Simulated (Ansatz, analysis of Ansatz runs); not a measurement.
## A hop of Zn in Zn3SbN3 (Cm), charge −2

How high is the barrier when Zn changes place in Zn3SbN3 (Cm)? The case: V_Zn hop (3.1 Å), charge −2, in a cell of 56 host atoms with 1 Zn taken out.

Program: Ansatz 0.2.0. Level of theory: plane-wave PAW DFT, PBEsol; nudged elastic band between two relaxed defect structures at fixed charge in a uniform background. Results are calculated unless marked as measured.

### 1. The structure

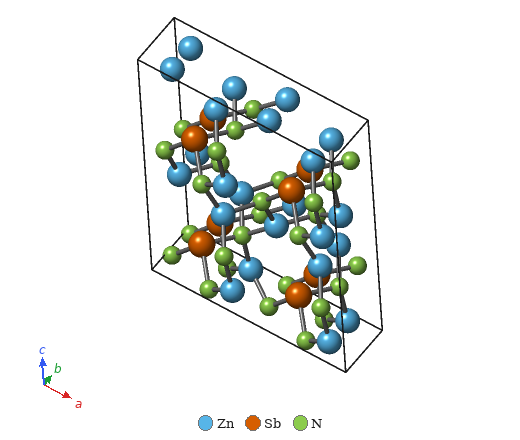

The cell as given, slightly off an axis (zinc blue, antimony orange, nitrogen green). Bonds to atoms that aren't drawn are left out. Some periodic images of atoms are drawn too.

The cell holds 55 atoms: 23 Zn, 8 Sb and 24 N. Its edges and angles: a = 9.402 Å, b = 9.402 Å, c = 11.075 Å, α = 114.5°, β = 114.5°, γ = 88.1°. It derives from Zn3SbN3 (space group Cm). Nearest the centre at fractional (0.761, 0.650, 0.340): N47 at 1.20 Å, Zn43 at 1.54 Å, N48 at 2.49 Å, N46 at 2.54 Å, Zn44 at 2.56 Å, Zn31 at 2.77 Å, N19 at 2.85 Å, Sb45 at 3.02 Å. The cell carries charge −2.

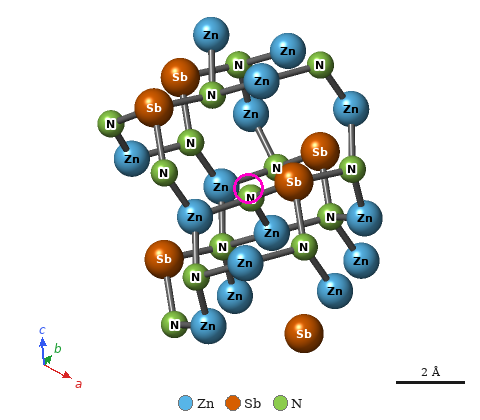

The atoms within 5 Å of the centre. A ring marks the middle of the ideal hop wherever no atom is near it. Bonds to atoms that aren't drawn are left out.

Coordinates:

```xyz
55
Lattice="6.7597 -6.5343 0.0061 6.7597 6.5343 0.0061 -6.3964 0.0000 9.0407" Properties=species:S:1:pos:R:3 pbc="T T T"
Zn   -0.4041    0.0000    3.9840
Zn    1.6064   -1.4483    2.1727
Zn    1.6064    1.4483    2.1727
Sb    3.1510    0.0000    4.5261
N    -0.0531    1.7319    3.1623
N    -0.0531   -1.7319    3.1623
N     1.4415    0.0000    0.8548
Zn   -3.6023    0.0000    8.5043
Zn   -1.5918   -1.4483    6.6930
Zn   -1.5918    1.4483    6.6930
Sb   -0.0471    0.0000    9.0464
N    -3.2513    1.7319    7.6827
N    -3.2513   -1.7319    7.6827
N    -1.7566    0.0000    5.3751
Zn    2.9758    3.2672    3.9871
Zn    4.9862    1.8189    2.1758
Zn    4.9862    4.7155    2.1758
Sb    6.5309    3.2672    4.5292
N     3.3267    4.9991    3.1654
N     3.3267    1.5352    3.1654
N     4.8214    3.2672    0.8578
Zn   -0.2224    3.2672    8.5074
Zn    1.7880    1.8189    6.6961
Zn    1.7880    4.7155    6.6961
Sb    3.3327    3.2672    9.0495
N     0.1286    4.9991    7.6857
N     0.1286    1.5352    7.6857
N     1.6232    3.2672    5.3782
Zn    2.9758   -3.2672    3.9871
Zn    4.9862   -4.7155    2.1758
Zn    4.9862   -1.8189    2.1758
Sb    6.5309   -3.2672    4.5292
N     3.3267   -1.5352    3.1654
N     3.3267   -4.9991    3.1654
N     4.8214   -3.2672    0.8578
Zn   -0.2224   -3.2672    8.5074
Zn    1.7880   -4.7155    6.6961
Zn    1.7880   -1.8189    6.6961
Sb    3.3327   -3.2672    9.0495
N     0.1286   -1.5352    7.6857
N     0.1286   -4.9991    7.6857
N     1.6232   -3.2672    5.3782
Zn    8.3661   -1.4483    2.1788
Zn    8.3661    1.4483    2.1788
Sb    9.9108    0.0000    4.5322
N     6.7066    1.7319    3.1684
N     6.7066   -1.7319    3.1684
N     8.2013    0.0000    0.8609
Zn    3.1575    0.0000    8.5105
Zn    5.1679   -1.4483    6.6992
Zn    5.1679    1.4483    6.6992
Sb    6.7126    0.0000    9.0526
N     3.5084    1.7319    7.6888
N     3.5084   -1.7319    7.6888
N     5.0031    0.0000    5.3812
```

The cell's shortest repeat is 9.4 Å.

### 2. Relaxation of the start point, charge −2

A barrier is counted from a minimum, so both ends are relaxed first. Small random displacements break the symmetry of the ideal sites, so that the defect can distort if it gains by it. The charge of −2 is set by the electron count, and a uniform background keeps the cell neutral.

qm2.start/input.yaml

```yaml
crystal:
  lattice:
    - [6.75971426, -6.53433939, 0.00612541]
    - [6.75971426, 6.53433939, 0.00612541]
    - [-6.39637934, 0.0, 9.04065438]
  atoms:
    - { symbol: Zn, position: [0.17849326, 0.17849326, 0.44043488] }
    - { symbol: Zn, position: [0.34319894, 0.12155238, 0.24001245] }
    - { symbol: Zn, position: [0.12155238, 0.34319894, 0.24001245] }
    - { symbol: Sb, position: [0.46963901, 0.46963901, 0.50000293] }
    - { symbol: "N", position: [0.02893677, 0.29398648, 0.34957044] }
    - { symbol: "N", position: [0.29398648, 0.02893677, 0.34957044] }
    - { symbol: "N", position: [0.15126316, 0.15126316, 0.09434241] }
    - { symbol: Zn, position: [0.17849326, 0.17849326, 0.94043488] }
    - { symbol: Zn, position: [0.34319894, 0.12155238, 0.74001245] }
    - { symbol: Zn, position: [0.12155238, 0.34319894, 0.74001245] }
    - { symbol: Sb, position: [0.46963901, 0.46963901, 1.00000293] }
    - { symbol: "N", position: [0.02893677, 0.29398648, 0.84957044] }
    - { symbol: "N", position: [0.29398648, 0.02893677, 0.84957044] }
    - { symbol: "N", position: [0.15126316, 0.15126316, 0.59434241] }
    - { symbol: Zn, position: [0.17849326, 0.67849326, 0.44043488] }
    - { symbol: Zn, position: [0.34319894, 0.62155238, 0.24001245] }
    - { symbol: Zn, position: [0.12155238, 0.84319894, 0.24001245] }
    - { symbol: Sb, position: [0.46963901, 0.96963901, 0.50000293] }
    - { symbol: "N", position: [0.02893677, 0.79398648, 0.34957044] }
    - { symbol: "N", position: [0.29398648, 0.52893677, 0.34957044] }
    - { symbol: "N", position: [0.15126316, 0.65126316, 0.09434241] }
    - { symbol: Zn, position: [0.17849326, 0.67849326, 0.94043488] }
    - { symbol: Zn, position: [0.34319894, 0.62155238, 0.74001245] }
    - { symbol: Zn, position: [0.12155238, 0.84319894, 0.74001245] }
    - { symbol: Sb, position: [0.46963901, 0.96963901, 1.00000293] }
    - { symbol: "N", position: [0.02893677, 0.79398648, 0.84957044] }
    - { symbol: "N", position: [0.29398648, 0.52893677, 0.84957044] }
    - { symbol: "N", position: [0.15126316, 0.65126316, 0.59434241] }
    - { symbol: Zn, position: [0.67849326, 0.17849326, 0.44043488] }
    - { symbol: Zn, position: [0.84319894, 0.12155238, 0.24001245] }
    - { symbol: Zn, position: [0.62155238, 0.34319894, 0.24001245] }
    - { symbol: Sb, position: [0.96963901, 0.46963901, 0.50000293] }
    - { symbol: "N", position: [0.52893677, 0.29398648, 0.34957044] }
    - { symbol: "N", position: [0.79398648, 0.02893677, 0.34957044] }
    - { symbol: "N", position: [0.65126316, 0.15126316, 0.09434241] }
    - { symbol: Zn, position: [0.67849326, 0.17849326, 0.94043488] }
    - { symbol: Zn, position: [0.84319894, 0.12155238, 0.74001245] }
    - { symbol: Zn, position: [0.62155238, 0.34319894, 0.74001245] }
    - { symbol: Sb, position: [0.96963901, 0.46963901, 1.00000293] }
    - { symbol: "N", position: [0.52893677, 0.29398648, 0.84957044] }
    - { symbol: "N", position: [0.79398648, 0.02893677, 0.84957044] }
    - { symbol: "N", position: [0.65126316, 0.15126316, 0.59434241] }
    - { symbol: Zn, position: [0.84319894, 0.62155238, 0.24001245] }
    - { symbol: Zn, position: [0.62155238, 0.84319894, 0.24001245] }
    - { symbol: Sb, position: [0.96963901, 0.96963901, 0.50000293] }
    - { symbol: "N", position: [0.52893677, 0.79398648, 0.34957044] }
    - { symbol: "N", position: [0.79398648, 0.52893677, 0.34957044] }
    - { symbol: "N", position: [0.65126316, 0.65126316, 0.09434241] }
    - { symbol: Zn, position: [0.67849326, 0.67849326, 0.94043488] }
    - { symbol: Zn, position: [0.84319894, 0.62155238, 0.74001245] }
    - { symbol: Zn, position: [0.62155238, 0.84319894, 0.74001245] }
    - { symbol: Sb, position: [0.96963901, 0.96963901, 1.00000293] }
    - { symbol: "N", position: [0.52893677, 0.79398648, 0.84957044] }
    - { symbol: "N", position: [0.79398648, 0.52893677, 0.84957044] }
    - { symbol: "N", position: [0.65126316, 0.65126316, 0.59434241] }
total_charge: -2
basis:
  ecutwfc: 420
  xc_grid: 2
hamiltonian:
  xc: pbesol
kpoints:
  mp_grid: { grid: [1, 1, 1], shift: [0.25, 0.25, 0.25] }
scf:
  occupations: { method: fixed }
  max_iter: 150
output:
  forces: true
relax:
  f_tol: 0.02
  max_steps: 70
  random_displacement: { amplitude: 0.03, seed: 4166 }
```

Run with:

```sh
> ansatz run input.yaml --threads 32 --pin off --max-ram 84787MiB --backend cuda --events-out ev --progress --plain --runs-dir out --max-vram 78GiB
```

Log:

```text
[...]
Engine: ansatz 0.2.0, aarch64-unknown-linux-gnu
[...]
Pseudopotential: Zn, paw, valence charge 12, recommended cutoff 420 eV (normal), Zn.paw.azcp
Pseudopotential: Sb, paw, valence charge 15, recommended cutoff 420 eV (normal), Sb.paw.azcp
Pseudopotential: N, paw, valence charge 5, recommended cutoff 420 eV (normal), N.paw.azcp
Functional definition: PBEsol
[...]
Crystal: 55 atoms, lattice volume = 799.168 Å³
Basis set: ecut = 420 eV, 15649 PW (Γ), exchange–correlation on 128×128×150 points (8 copies of the dense FFT grid, shifted against one another)
Bands: 314, of which v1, the nominal top of the filled ones, is band 259 counted from 1 (258 counted from 0)
[...]
k-points: 1
[...]
SCF 1 converged in 10 iterations: F = -135783.770156 eV  dr2 = 1.69e-6
[...]
relax step   1: F+E_penalty+E_count = -135783.77015633 eV  Δ(F+E_penalty+E_count) = +0.000e0 eV  max|allowed force component| = 1.346e0 eV/Å  Δτ_max = 0.0000 Å  (10 SCF iters, dr2 threshold 1.00e-5 eV [...]
[...]
SCF iter   1: F=—  HF=-135784.377377 eV  |F-HF|=—  |Δ(HF+E_count)|=         —  Δρ=5.04e-3  dr2=1.49e-1  ethr=2.89e-5  ⟨swp⟩=2.0  Hψ=1032  notcnv=0  defer=51
[...]
SCF iter   2: F=—  HF=-135784.353078 eV  |F-HF|=—  |Δ(HF+E_count)|=   2.43e-2  Δρ=2.42e-3  dr2=4.78e-2  ethr=2.88e-5  ⟨swp⟩=2.0  Hψ=478  notcnv=0  defer=53
[...]
SCF 2 converged in 6 iterations: F = -135784.344144 eV  dr2 = 3.29e-5
[...]
SCF 5 converged in 8 iterations: F = -135784.561419 eV  dr2 = 1.90e-8
relax step   5: F+E_penalty+E_count = -135784.56141864 eV  Δ(F+E_penalty+E_count) = -2.327e-3 eV  max|allowed force component| = 1.944e-2 eV/Å  Δτ_max = 0.0108 Å  (8 SCF iters, accepted)
SCF converged after 8 iterations
[...]
--- Relaxed structure (5 steps of the walk, 5 accepted, 0 SCFs on fresh bases) ---
[...]
```

Run time: 2.6 s. Hardware: 1 × NVIDIA GB200 with 32 threads of Arm Neoverse V2, shared host; peak memory 1.3 GiB; 12 s of CPU time.

The steps of the relaxation:

| step | energy less that of the first step (eV) | largest force component (eV/Å) |
| --- | --- | --- |
| 1 | 0.0000 | 1.3461 |
| 3 | -0.7422 | 0.3400 |
| 5 | -0.7913 | 0.0194 |

The atoms that moved most (Å, from the sites as typed, ahead of the random displacement, the mean shift of all atoms taken out):

```
atom      dx      dy      dz  length
 N47   0.009  -0.112  -0.090   0.144
 N46   0.010   0.110  -0.092   0.143
Zn16   0.019  -0.046   0.064   0.081
Zn31   0.018   0.045   0.065   0.081
Zn51   0.003  -0.042  -0.064   0.077
Zn50   0.002   0.043  -0.063   0.076
Zn43  -0.038   0.034   0.046   0.068
Zn44  -0.036  -0.035   0.045   0.068
```

Neighbours of Zn43 at the end:

```
atom  distance (Å)
 N47         1.875
 N48         1.969
 N19         2.002
Zn44         2.828
Zn15         2.908
Sb45         3.160
Sb39         3.203
Sb11         3.249
```

Read from the output:

```
free energy                                                                                       : -135784.5614 eV
r.m.s. move of the farther half of the atoms                                                      : 0.02786 Å
largest move from the ideal geometry of this structure, a common shift of the far atoms taken out : 0.1418 Å
```

The relaxation gained 0.791 eV and ended with a largest force component of 0.019 eV/Å.

### 3. Relaxation of the end point, charge −2

The end point is relaxed in the same cell and settings, so that the two energies compare. Atoms more than 3.2 Å from the middle of the hop start where the first relaxation left them, the nearer ones on or close to their ideal places, with small random displacements.

qm2.end/input.yaml

```yaml
crystal:
  lattice:
    - [6.75971426, -6.53433939, 0.00612541]
    - [6.75971426, 6.53433939, 0.00612541]
    - [-6.39637934, 0.0, 9.04065438]
  atoms:
    - { symbol: Zn, position: [0.18276875, 0.182469, 0.44539557] }
    - { symbol: Zn, position: [0.34095559, 0.12068446, 0.24145855] }
    - { symbol: Zn, position: [0.12103713, 0.3409468, 0.24153888] }
    - { symbol: Sb, position: [0.473248, 0.47316286, 0.50145037] }
    - { symbol: "N", position: [0.03120879, 0.29094258, 0.35206314] }
    - { symbol: "N", position: [0.2911594, 0.03081175, 0.35207562] }
    - { symbol: "N", position: [0.15142137, 0.15134323, 0.09319477] }
    - { symbol: Zn, position: [0.17772486, 0.17775906, 0.93910469] }
    - { symbol: Zn, position: [0.34481735, 0.12235882, 0.74075815] }
    - { symbol: Zn, position: [0.12225763, 0.3451724, 0.74055853] }
    - { symbol: Sb, position: [0.47421579, 0.47419562, 1.00323344] }
    - { symbol: "N", position: [0.02857513, 0.29332406, 0.8488276] }
    - { symbol: "N", position: [0.29333411, 0.02848858, 0.84898885] }
    - { symbol: "N", position: [0.15434369, 0.1544128, 0.59740107] }
    - { symbol: Zn, position: [0.17733611, 0.67763062, 0.43813726] }
    - { symbol: Zn, position: [0.35167123, 0.62290595, 0.24698348] }
    - { symbol: Zn, position: [0.12526997, 0.84140607, 0.24159122] }
    - { symbol: Sb, position: [0.47303002, 0.96487129, 0.49605486] }
    - { symbol: "N", position: [0.02893677, 0.79398648, 0.34957044] }
    - { symbol: "N", position: [0.29131348, 0.52624594, 0.34795213] }
    - { symbol: "N", position: [0.15298164, 0.64930442, 0.09536421] }
    - { symbol: Zn, position: [0.17807092, 0.67833723, 0.94204854] }
    - { symbol: Zn, position: [0.34281212, 0.62110898, 0.73833293] }
    - { symbol: Zn, position: [0.12040632, 0.84199154, 0.73919141] }
    - { symbol: Sb, position: [0.46923956, 0.97005289, 1.00096775] }
    - { symbol: "N", position: [0.02822824, 0.79267818, 0.84963357] }
    - { symbol: "N", position: [0.29531291, 0.53039529, 0.85107802] }
    - { symbol: "N", position: [0.15294111, 0.65373127, 0.59413767] }
    - { symbol: Zn, position: [0.67762681, 0.17715799, 0.43800107] }
    - { symbol: Zn, position: [0.84162592, 0.12517458, 0.24143581] }
    - { symbol: Zn, position: [0.62155238, 0.34319894, 0.24001245] }
    - { symbol: Sb, position: [0.96963901, 0.46963901, 0.50000293] }
    - { symbol: "N", position: [0.52618653, 0.29120942, 0.34789924] }
    - { symbol: "N", position: [0.79572624, 0.02829574, 0.35044881] }
    - { symbol: "N", position: [0.6495798, 0.15309755, 0.09530769] }
    - { symbol: Zn, position: [0.67833758, 0.17818702, 0.94185371] }
    - { symbol: Zn, position: [0.8421774, 0.12018068, 0.73892718] }
    - { symbol: Zn, position: [0.62095794, 0.34261397, 0.73804773] }
    - { symbol: Sb, position: [0.9698902, 0.46892229, 1.00076872] }
    - { symbol: "N", position: [0.53012068, 0.29527957, 0.85086188] }
    - { symbol: "N", position: [0.7927109, 0.02827732, 0.84950918] }
    - { symbol: "N", position: [0.65383047, 0.15274711, 0.59403041] }
    - { symbol: Zn, position: [0.678671, 0.678671, 0.440958] }
    - { symbol: Zn, position: [0.62155238, 0.84319894, 0.24001245] }
    - { symbol: Sb, position: [0.96963901, 0.96963901, 0.50000293] }
    - { symbol: "N", position: [0.52893677, 0.79398648, 0.34957044] }
    - { symbol: "N", position: [0.79398648, 0.52893677, 0.34957044] }
    - { symbol: "N", position: [0.65126316, 0.65126316, 0.09434241] }
    - { symbol: Zn, position: [0.67933658, 0.67936703, 0.93739248] }
    - { symbol: Zn, position: [0.83693287, 0.62182958, 0.73289357] }
    - { symbol: Zn, position: [0.62178208, 0.83698241, 0.732764] }
    - { symbol: Sb, position: [0.96910366, 0.96919922, 0.99961434] }
    - { symbol: "N", position: [0.52808959, 0.79533096, 0.84904749] }
    - { symbol: "N", position: [0.79519045, 0.52797615, 0.84897975] }
    - { symbol: "N", position: [0.65019137, 0.65014126, 0.58863215] }
total_charge: -2
basis:
  ecutwfc: 420
  xc_grid: 2
hamiltonian:
  xc: pbesol
kpoints:
  mp_grid: { grid: [1, 1, 1], shift: [0.25, 0.25, 0.25] }
scf:
  occupations: { method: fixed }
  max_iter: 150
output:
  forces: true
relax:
  f_tol: 0.02
  max_steps: 70
  random_displacement: { amplitude: 0.01, seed: 4166 }
```

Log:

```text
[...]
Crystal: 55 atoms, lattice volume = 799.168 Å³
Basis set: ecut = 420 eV, 15649 PW (Γ), exchange–correlation on 128×128×150 points (8 copies of the dense FFT grid, shifted against one another)
Bands: 314, of which v1, the nominal top of the filled ones, is band 259 counted from 1 (258 counted from 0)
[...]
k-points: 1
[...]
SCF iter   2: F=—  HF=-135784.256868 eV  |F-HF|=—  |Δ(HF+E_count)|=    1.08e0  Δρ=5.02e-3  dr2=1.90e-1  ethr=7.74e-4  ⟨swp⟩=2.0  Hψ=536  notcnv=0  defer=52
[...]
SCF 1 converged in 10 iterations: F = -135784.072692 eV  dr2 = 1.71e-6
[...]
relax step   1: F+E_penalty+E_count = -135784.07269167 eV  Δ(F+E_penalty+E_count) = +0.000e0 eV  max|allowed force component| = 1.276e0 eV/Å  Δτ_max = 0.0000 Å  (10 SCF iters, dr2 threshold 1.00e-5 eV [...]
[...]
SCF 2 converged in 6 iterations: F = -135784.590573 eV  dr2 = 2.82e-5
[...]
SCF 7 converged in 3 iterations: F = -135784.792006 eV  dr2 = 6.59e-8
[...]
SCF converged after 3 iterations
[...]
--- Relaxed structure (7 steps of the walk, 7 accepted, 0 SCFs on fresh bases) ---
[...]
```

It took 3.4 s on 1 × NVIDIA GB200 with 32 threads; peak memory 1.3 GiB.

The steps of the relaxation:

| step | energy less that of the first step (eV) | largest force component (eV/Å) |
| --- | --- | --- |
| 1 | 0.0000 | 1.2763 |
| 3 | -0.6334 | 0.3185 |
| 5 | -0.7164 | 0.0660 |
| 7 | -0.7193 | 0.0158 |

The atoms that moved most (Å, from the sites as typed, ahead of the random displacement):

```
atom      dx      dy      dz  length
Zn44  -0.025  -0.183   0.069   0.197
 N19   0.159  -0.021   0.079   0.178
 N48   0.024   0.125  -0.087   0.155
Zn15  -0.099   0.054  -0.080   0.138
 N47  -0.061  -0.071   0.080   0.123
Zn10  -0.017   0.091  -0.071   0.116
  N6   0.070  -0.066  -0.022   0.099
Zn51   0.000   0.076   0.046   0.089
```

Neighbours of Zn43 at the end:

| atom | distance (Å) |
| --- | --- |
| N47 | 1.895 |
| N46 | 1.953 |
| N55 | 1.964 |
| Zn31 | 2.865 |
| Zn44 | 2.942 |
| Zn16 | 2.955 |
| Zn50 | 3.273 |
| Sb4 | 3.274 |
| Sb32 | 3.282 |

Read from the output:

```yaml
free_energy: -135784.7920 eV
r_m_s_move_of_the_farther_half_of_the_atoms: 0.04098 Å
largest_move_from_the_ideal_geometry_of_this_structure_a_common_shift_of_the_far_atoms_taken_out: 0.2058 Å
```

The relaxation gained 0.719 eV and ended with a largest force component of 0.016 eV/Å. The end lies 0.231 eV below the start.

[end of part 1 of 4]

[Logs are printed without paths, hosts, clocks, repeated set-up lines and the standing remarks that a program may print on its own settings, such as how far it seeks lower states.]

[Hosts, paths, dates, database ids (printed as entryN), source tags and the programs' standing remarks are cut or masked in the printed files.]
